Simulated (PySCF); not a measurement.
# Geometry relaxation, with input and output: CH$_{3}$BrSi (part 3 of 3)

The same run, continued: CH$_{3}$BrSi; HF/LANL2DZ, RHF, core potentials lanl2dz, COSMO solvent ethanol (PySCF 2.14.0). The atoms were displaced at random from an optimised geometry.

Geometry of the input (Å):
```
C  -0.4013  0.4468  -0.1640
Si -0.0260  -0.7621  1.2234
Br 2.0708  -1.5248  0.4568
H  0.2635  1.2309  -0.3501
H  -1.4683  0.8589  -0.1164
H  -0.4922  -0.1596  -1.1037
```

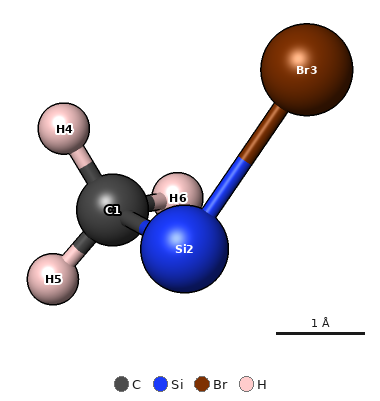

The geometry at step 12 of the log (ball-and-stick view, seen at a tilt; atoms are numbered from 1 in the order of the input).

Output, continued
```
--------------- PCMRHF_Scanner (+PCM) gradients ---------------
         x                y                z
0 C    -0.0000030309     0.0000051873    -0.0000085506
1 Si    -0.0000016204    -0.0000012799     0.0000014072
2 Br     0.0000004936    -0.0000021048    -0.0000000382
3 H     0.0000004774    -0.0000003723    -0.0000021225
4 H     0.0000031343    -0.0000023312     0.0000066635
5 H     0.0000005460     0.0000009009     0.0000026405
----------------------------------------------
cycle 22: E = -56.2858742394  dE = -2.38668e-08  norm(grad) = 1.38831e-05
Step   21 : Displace = 2.610e-04/3.288e-04 (rms/max) Trust = 3.000e-01 (=) Grad = 5.668e-06/1.045e-05 (rms/max) E (change) = -56.2858742394 (-2.387e-08) Quality = 1.160
Hessian Eigenvalues: 1.11964e-03 1.36225e-03 4.79909e-03 ... 3.14761e-01 3.20031e-01 4.17527e-01

Geometry optimization cycle 23
Cartesian coordinates (Angstrom)
 Atom        New coordinates             dX        dY        dZ
   C  -0.480152   0.409431  -0.194943    0.000068 -0.000054 -0.000244
  Si  -0.038902  -0.753285   1.228583   -0.000293  0.000592  0.000383
  Br   2.170651  -1.498486   0.362004   -0.000258 -0.000026  0.001029
   H   0.260636   1.197197  -0.299100    0.000133 -0.000130 -0.000385
   H  -1.447801   0.861970  -0.011420    0.000033  0.000088 -0.000760
   H  -0.517995  -0.126627  -1.139115    0.000316 -0.000469 -0.000022

WARN: PCM is an experimental feature. It is still in testing.
Features and APIs may be changed in the future.

converged SCF energy = -56.2858742414661
--------------- PCMRHF_Scanner (+PCM) gradients ---------------
         x                y                z
0 C    -0.0000014784    -0.0000022143    -0.0000020049
1 Si     0.0000022011     0.0000028107     0.0000020548
2 Br    -0.0000014322    -0.0000016697    -0.0000008754
3 H     0.0000015506    -0.0000008475     0.0000000404
4 H     0.0000004177     0.0000010665     0.0000008690
5 H    -0.0000012588     0.0000008544    -0.0000000838
----------------------------------------------
cycle 23: E = -56.2858742415  dE = -2.05076e-09  norm(grad) = 6.41826e-06
Step   22 : Displace = 8.497e-05/1.093e-04 (rms/max) Trust = 3.000e-01 (=) Grad = 2.620e-06/4.119e-06 (rms/max) E (change) = -56.2858742415 (-2.051e-09) Quality = 0.774
Hessian Eigenvalues: 1.26631e-03 1.46419e-03 6.22922e-03 ... 3.14692e-01 3.20062e-01 4.17532e-01

Geometry optimization cycle 24
Cartesian coordinates (Angstrom)
 Atom        New coordinates             dX        dY        dZ
   C  -0.480130   0.409465  -0.194910    0.000022  0.000034  0.000033
  Si  -0.039035  -0.753502   1.228454   -0.000133 -0.000217 -0.000129
  Br   2.170606  -1.498535   0.361948   -0.000046 -0.000050 -0.000056
   H   0.260693   1.197219  -0.298897    0.000057  0.000022  0.000203
   H  -1.447782   0.862015  -0.011423    0.000019  0.000045 -0.000003
   H  -0.517914  -0.126460  -1.139163    0.000081  0.000167 -0.000048

WARN: PCM is an experimental feature. It is still in testing.
Features and APIs may be changed in the future.

converged SCF energy = -56.2858742421963
--------------- PCMRHF_Scanner (+PCM) gradients ---------------
         x                y                z
0 C     0.0000027993     0.0000001386     0.0000041596
1 Si     0.0000001926    -0.0000004662    -0.0000009088
2 Br    -0.0000010586    -0.0000007848    -0.0000010291
3 H     0.0000004649    -0.0000002980    -0.0000009610
4 H    -0.0000007941     0.0000025099    -0.0000012835
5 H    -0.0000016042    -0.0000010994     0.0000000227
----------------------------------------------
cycle 24: E = -56.2858742422  dE = -7.30211e-10  norm(grad) = 6.52858e-06
```

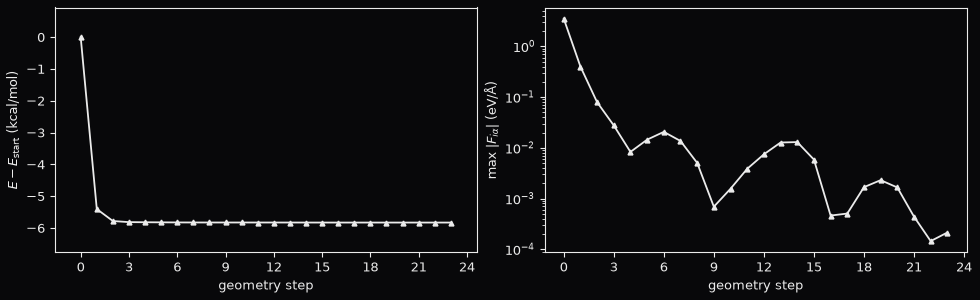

Progress of the relaxation, step by step (steps are counted from 0).

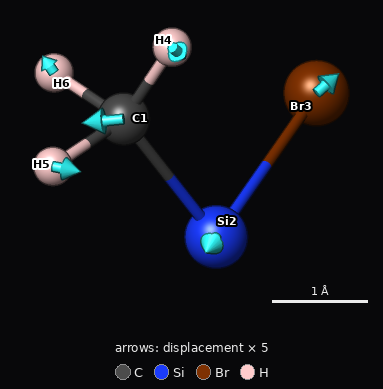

The starting structure with the displacements as teal arrows, magnified 5 times (ball-and-stick view, seen at an oblique angle). The two geometries are laid on each other by the best rigid fit. After 23 geometry steps the energy has fallen by 5.83 kcal/mol. The largest force component goes from 3.5 to 0.00021 eV/Å. The atom that moves furthest after the best rigid fit is C1 (0.092 Å). By element the largest moves are C 0.092 Å, Si 0.071 Å, Br 0.067 Å, H 0.065 Å. Among the contacts that change: Si2–Br3 2.359 → 2.488 Å, C1–H5 1.145 → 1.084 Å, C1–H4 1.045 → 1.086 Å, C1–H6 1.122 → 1.086 Å. Among the angles that change: H5–C1–H6 98.9° → 108.8°, Si2–C1–H4 119.2° → 111.0°, Si2–C1–H6 106.7° → 111.0°. (Atoms are counted from 1 in the order of the input.)

```
Step   23 : Displace = 2.815e-05/3.472e-05 (rms/max) Trust = 3.000e-01 (=) Grad = 2.665e-06/5.016e-06 (rms/max) E (change) = -56.2858742422 (-7.302e-10) Quality = 0.795
Hessian Eigenvalues: 1.26631e-03 1.46419e-03 6.22922e-03 ... 3.14692e-01 3.20062e-01 4.17532e-01
Converged! =D

converged: True
C          -0.48012980        0.40946479       -0.19490997
Si         -0.03903548       -0.75350207        1.22845373
Br          2.17060565       -1.49853544        0.36194787
H           0.26069263        1.19721922       -0.29889716
H          -1.44778213        0.86201492       -0.01142286
H          -0.51791385       -0.12646043       -1.13916262

WARN: PCM is an experimental feature. It is still in testing.
Features and APIs may be changed in the future.

converged SCF energy = -56.2858742422287
E(HF) = -56.285874242
```

Trajectory as extended XYZ (Å, eV, eV/Å), 24 frames, from step=0 to step=23
```
6
Properties=species:S:1:pos:R:3:forces:R:3 step=0 energy=-1531.36399
C    -0.4013    0.4468   -0.1640   -3.5129  -1.1893  -1.4069
Si   -0.0260   -0.7621    1.2234   -0.8455   0.3577   0.5205
Br    2.0708   -1.5248    0.4568    0.9071  -0.2910  -0.2908
H     0.2635    1.2309   -0.3501    1.1349   1.0782  -0.0951
H    -1.4683    0.8589   -0.1164    1.7616  -0.3965   0.5719
H    -0.4922   -0.1596   -1.1037    0.5548   0.4409   0.7003
6
Properties=species:S:1:pos:R:3:forces:R:3 step=1 energy=-1531.59824
C    -0.4500    0.4246   -0.2057   -0.2637  -0.1563  -0.3993
Si   -0.0745   -0.7598    1.2118   -0.2072   0.1089   0.2121
Br    2.1280   -1.5137    0.4815    0.2738  -0.0709  -0.1022
H     0.2800    1.2118   -0.3555    0.1119  -0.0807   0.0822
H    -1.4214    0.8777   -0.0527   -0.0374   0.0765   0.1195
H    -0.5157   -0.1503   -1.1334    0.1225   0.1224   0.0876
6
Properties=species:S:1:pos:R:3:forces:R:3 step=2 energy=-1531.61457
C    -0.4671    0.4143   -0.2173    0.0172  -0.0118   0.0029
Si   -0.0885   -0.7542    1.2184   -0.0622   0.0320   0.0761
Br    2.1491   -1.4984    0.4777    0.0792  -0.0193  -0.0411
H     0.2959    1.1766   -0.3428    0.0080  -0.0288   0.0298
H    -1.4208    0.8978   -0.0432   -0.0250   0.0116  -0.0264
H    -0.5222   -0.1458   -1.1468   -0.0173   0.0163  -0.0412
6
Properties=species:S:1:pos:R:3:forces:R:3 step=3 energy=-1531.61607
C    -0.4708    0.4106   -0.2175    0.0276  -0.0151   0.0188
Si   -0.0911   -0.7496    1.2269   -0.0170   0.0179   0.0056
Br    2.1542   -1.4939    0.4698    0.0158  -0.0069  -0.0131
H     0.3002    1.1662   -0.3345   -0.0055  -0.0015   0.0060
H    -1.4218    0.9017   -0.0483   -0.0137   0.0015  -0.0143
H    -0.5242   -0.1447   -1.1503   -0.0072   0.0041  -0.0030
6
Properties=species:S:1:pos:R:3:forces:R:3 step=4 energy=-1531.61626
C    -0.4710    0.4100   -0.2162    0.0012  -0.0062   0.0073
Si   -0.0899   -0.7453    1.2311   -0.0008   0.0083  -0.0013
Br    2.1537   -1.4954    0.4635    0.0003  -0.0037  -0.0039
H     0.2989    1.1670   -0.3313   -0.0040   0.0050   0.0013
H    -1.4241    0.8996   -0.0522    0.0011  -0.0026  -0.0024
H    -0.5211   -0.1457   -1.1489    0.0022  -0.0007  -0.0011
6
Properties=species:S:1:pos:R:3:forces:R:3 step=5 energy=-1531.61638
C    -0.4710    0.4100   -0.2148   -0.0145  -0.0049  -0.0092
Si   -0.0864   -0.7392    1.2357    0.0113   0.0003  -0.0019
Br    2.1518   -1.4998    0.4561   -0.0091  -0.0007   0.0023
H     0.2947    1.1714   -0.3283    0.0010   0.0065  -0.0004
H    -1.4274    0.8948   -0.0556    0.0038  -0.0024   0.0056
H    -0.5153   -0.1470   -1.1471    0.0075   0.0011   0.0035
6
Properties=species:S:1:pos:R:3:forces:R:3 step=6 energy=-1531.61649
C    -0.4711    0.4103   -0.2135   -0.0206  -0.0019  -0.0162
Si   -0.0801   -0.7310    1.2411    0.0174  -0.0049  -0.0006
Br    2.1489   -1.5069    0.4471   -0.0132   0.0022   0.0055
H     0.2880    1.1787   -0.3253    0.0040   0.0046   0.0002
H    -1.4322    0.8872   -0.0583    0.0051  -0.0021   0.0079
H    -0.5070   -0.1482   -1.1451    0.0073   0.0022   0.0032
6
Properties=species:S:1:pos:R:3:forces:R:3 step=7 energy=-1531.61655
C    -0.4715    0.4105   -0.2128   -0.0129  -0.0011  -0.0120
Si   -0.0735   -0.7242    1.2450    0.0136  -0.0050   0.0001
Br    2.1463   -1.5131    0.4401   -0.0096   0.0029   0.0043
H     0.2817    1.1853   -0.3231    0.0037   0.0012   0.0011
H    -1.4362    0.8802   -0.0591    0.0019  -0.0006   0.0047
H    -0.5002   -0.1485   -1.1441    0.0032   0.0026   0.0018
6
Properties=species:S:1:pos:R:3:forces:R:3 step=8 energy=-1531.61658
C    -0.4719    0.4104   -0.2127   -0.0033  -0.0003  -0.0030
Si   -0.0699   -0.7220    1.2462    0.0050  -0.0020   0.0001
Br    2.1454   -1.5152    0.4372   -0.0032   0.0016   0.0010
H     0.2789    1.1879   -0.3222    0.0014  -0.0005   0.0010
H    -1.4379    0.8771   -0.0583    0.0001  -0.0001   0.0009
H    -0.4981   -0.1481   -1.1442    0.0000   0.0012   0.0000
6
Properties=species:S:1:pos:R:3:forces:R:3 step=9 energy=-1531.61658
C    -0.4721    0.4103   -0.2127    0.0004   0.0000   0.0007
Si   -0.0689   -0.7223    1.2460    0.0006  -0.0005  -0.0002
Br    2.1456   -1.5148    0.4365    0.0001   0.0006  -0.0005
H     0.2786    1.1879   -0.3220    0.0000  -0.0004   0.0004
H    -1.4381    0.8768   -0.0574   -0.0005   0.0001  -0.0002
H    -0.4986   -0.1477   -1.1444   -0.0006   0.0003  -0.0002
6
Properties=species:S:1:pos:R:3:forces:R:3 step=10 energy=-1531.61658
C    -0.4723    0.4101   -0.2125    0.0013   0.0000   0.0016
Si   -0.0685   -0.7232    1.2455   -0.0013   0.0004  -0.0001
Br    2.1463   -1.5138    0.4358    0.0015  -0.0001  -0.0012
H     0.2787    1.1875   -0.3219   -0.0006  -0.0001   0.0001
H    -1.4381    0.8769   -0.0564   -0.0003  -0.0001  -0.0001
H    -0.4995   -0.1474   -1.1445   -0.0006  -0.0001  -0.0002
6
Properties=species:S:1:pos:R:3:forces:R:3 step=11 energy=-1531.61659
C    -0.4729    0.4099   -0.2118    0.0027   0.0008   0.0027
Si   -0.0667   -0.7242    1.2450   -0.0039   0.0008  -0.0005
Br    2.1476   -1.5124    0.4326    0.0031  -0.0008  -0.0017
H     0.2778    1.1875   -0.3211   -0.0015   0.0005  -0.0007
H    -1.4386    0.8762   -0.0544   -0.0001  -0.0003   0.0001
H    -0.5008   -0.1468   -1.1443   -0.0003  -0.0009   0.0002
6
Properties=species:S:1:pos:R:3:forces:R:3 step=12 energy=-1531.61660
C    -0.4743    0.4092   -0.2097    0.0040   0.0017   0.0032
Si   -0.0621   -0.7278    1.2432   -0.0074   0.0016  -0.0007
Br    2.1519   -1.5082    0.4236    0.0055  -0.0020  -0.0026
H     0.2756    1.1876   -0.3194   -0.0027   0.0015  -0.0017
H    -1.4399    0.8744   -0.0482    0.0004  -0.0008   0.0011
H    -0.5047   -0.1451   -1.1435    0.0003  -0.0020   0.0007
6
Properties=species:S:1:pos:R:3:forces:R:3 step=13 energy=-1531.61662
C    -0.4781    0.4077   -0.2037    0.0057   0.0036   0.0035
Si   -0.0490   -0.7369    1.2384   -0.0127   0.0022  -0.0007
Br    2.1633   -1.4977    0.3980    0.0088  -0.0037  -0.0038
H     0.2684    1.1892   -0.3144   -0.0045   0.0029  -0.0030
H    -1.4439    0.8685   -0.0315    0.0013  -0.0015   0.0025
H    -0.5143   -0.1405   -1.1409    0.0014  -0.0034   0.0016
6
Properties=species:S:1:pos:R:3:forces:R:3 step=14 energy=-1531.61663
C    -0.4816    0.4064   -0.1975    0.0052   0.0039   0.0025
Si   -0.0360   -0.7458    1.2335   -0.0130   0.0019  -0.0002
Br    2.1746   -1.4879    0.3719    0.0085  -0.0039  -0.0035
H     0.2607    1.1917   -0.3094   -0.0044   0.0032  -0.0030
H    -1.4480    0.8620   -0.0146    0.0018  -0.0015   0.0025
H    -0.5234   -0.1361   -1.1379    0.0020  -0.0035   0.0017
6
Properties=species:S:1:pos:R:3:forces:R:3 step=15 energy=-1531.61665
C    -0.4816    0.4067   -0.1969    0.0020   0.0021   0.0005
Si   -0.0353   -0.7460    1.2333   -0.0059   0.0006  -0.0003
Br    2.1754   -1.4885    0.3695    0.0037  -0.0020  -0.0014
H     0.2594    1.1931   -0.3091   -0.0020   0.0016  -0.0012
H    -1.4485    0.8610   -0.0136    0.0008  -0.0009   0.0016
H    -0.5229   -0.1360   -1.1372    0.0013  -0.0015   0.0009
6
Properties=species:S:1:pos:R:3:forces:R:3 step=16 energy=-1531.61666
C    -0.4813    0.4071   -0.1968   -0.0004   0.0001  -0.0004
Si   -0.0355   -0.7455    1.2335    0.0000  -0.0004  -0.0002
Br    2.1751   -1.4903    0.3690   -0.0002  -0.0001   0.0001
H     0.2586    1.1945   -0.3090    0.0001   0.0001   0.0005
H    -1.4488    0.8603   -0.0138    0.0001  -0.0001   0.0001
H    -0.5217   -0.1359   -1.1369    0.0003   0.0005  -0.0001
6
Properties=species:S:1:pos:R:3:forces:R:3 step=17 energy=-1531.61666
C    -0.4814    0.4071   -0.1966   -0.0001  -0.0001  -0.0001
Si   -0.0352   -0.7459    1.2332    0.0001  -0.0004  -0.0002
Br    2.1753   -1.4902    0.3681   -0.0003   0.0000   0.0001
H     0.2584    1.1947   -0.3086    0.0002   0.0001   0.0005
H    -1.4489    0.8601   -0.0133   -0.0001   0.0000  -0.0001
H    -0.5218   -0.1356   -1.1369    0.0002   0.0004  -0.0002
6
Properties=species:S:1:pos:R:3:forces:R:3 step=18 energy=-1531.61666
C    -0.4813    0.4077   -0.1958    0.0009  -0.0012   0.0017
Si   -0.0349   -0.7481    1.2317    0.0008  -0.0003  -0.0004
Br    2.1750   -1.4920    0.3648   -0.0006   0.0003   0.0000
H     0.2581    1.1959   -0.3061    0.0004  -0.0002   0.0008
H    -1.4490    0.8597   -0.0113   -0.0011   0.0010  -0.0015
H    -0.5215   -0.1330   -1.1372   -0.0004   0.0003  -0.0005
6
Properties=species:S:1:pos:R:3:forces:R:3 step=19 energy=-1531.61666
C    -0.4812    0.4083   -0.1950    0.0012  -0.0013   0.0023
Si   -0.0351   -0.7508    1.2301    0.0006  -0.0001  -0.0004
Br    2.1745   -1.4936    0.3615   -0.0005   0.0004  -0.0001
H     0.2583    1.1967   -0.3033    0.0002  -0.0002   0.0007
H    -1.4489    0.8599   -0.0096   -0.0011   0.0011  -0.0018
H    -0.5211   -0.1302   -1.1377   -0.0005   0.0001  -0.0006
6
Properties=species:S:1:pos:R:3:forces:R:3 step=20 energy=-1531.61666
C    -0.4807    0.4091   -0.1945    0.0009  -0.0009   0.0017
Si   -0.0369   -0.7533    1.2285    0.0003   0.0000  -0.0004
Br    2.1725   -1.4967    0.3599   -0.0002   0.0003  -0.0001
H     0.2595    1.1973   -0.2999    0.0001   0.0000   0.0003
H    -1.4483    0.8610   -0.0094   -0.0008   0.0008  -0.0012
H    -0.5196   -0.1271   -1.1386   -0.0003  -0.0001  -0.0003
6
Properties=species:S:1:pos:R:3:forces:R:3 step=21 energy=-1531.61666
C    -0.4802    0.4095   -0.1947    0.0002  -0.0003   0.0004
Si   -0.0386   -0.7539    1.2282    0.0001   0.0001  -0.0001
Br    2.1709   -1.4985    0.3610    0.0000   0.0001   0.0000
H     0.2605    1.1973   -0.2987    0.0000   0.0000   0.0001
H    -1.4478    0.8619   -0.0107   -0.0002   0.0001  -0.0003
H    -0.5183   -0.1262   -1.1391    0.0000   0.0000  -0.0001
6
Properties=species:S:1:pos:R:3:forces:R:3 step=22 energy=-1531.61666
C    -0.4802    0.4094   -0.1949    0.0001   0.0001   0.0001
Si   -0.0389   -0.7533    1.2286   -0.0001  -0.0001  -0.0001
Br    2.1707   -1.4985    0.3620    0.0001   0.0001   0.0000
H     0.2606    1.1972   -0.2991   -0.0001   0.0000   0.0000
H    -1.4478    0.8620   -0.0114    0.0000  -0.0001   0.0000
H    -0.5180   -0.1266   -1.1391    0.0001   0.0000   0.0000
6
Properties=species:S:1:pos:R:3:forces:R:3 step=23 energy=-1531.61666
C    -0.4801    0.4095   -0.1949   -0.0001   0.0000  -0.0002
Si   -0.0390   -0.7535    1.2285    0.0000   0.0000   0.0000
Br    2.1706   -1.4985    0.3619    0.0001   0.0000   0.0001
H     0.2607    1.1972   -0.2989    0.0000   0.0000   0.0000
H    -1.4478    0.8620   -0.0114    0.0000  -0.0001   0.0001
H    -0.5179   -0.1265   -1.1392    0.0001   0.0001   0.0000
```

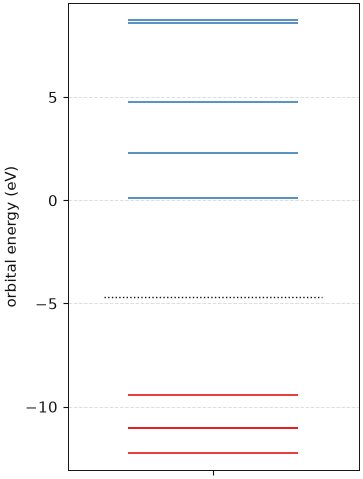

Orbital energies near the frontier; the dotted line parts filled from empty levels, and levels within 0.02 eV of each other stand side by side. Highest filled −9.43 eV, lowest empty 0.10 eV, 9.53 eV apart.

Key numbers

- outcome: converged
- total energy: −56.285874 hartree
- solvation energy: −0.013610 hartree
- basis functions: 31
- HOMO: −9.43 eV
- LUMO: 0.10 eV
- dipole moment: 5.61 D
- hardware: 1 thread of Arm Neoverse V1, 24 GiB of memory available, shared host
- wall time: 75 s
- peak memory: 0.29 GiB
